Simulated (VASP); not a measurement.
Band structure of PdIn (CsCl type). Calculation: AM05 GGA, VASP's PBE PAW potentials (set 64) (plane waves; VASP).

Unless said otherwise, spin-orbit coupling is left out, though it shifts the bands of the heavy elements here.

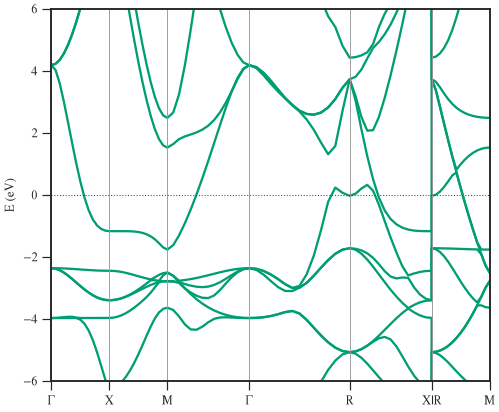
Fig. 1. Bands along high-symmetry lines, zero at the valence-band maximum or, without a gap, the Fermi level

Read the plot: is there a gap, and where are the band edges?

It has no gap at this level: it comes out as a metal or semimetal. (Edges off the drawn lines would not show.)

The compound is PdIn in the CsCl type structure. It was relaxed first. The electron count is odd and the run is not spin-polarised, which forces a metal.
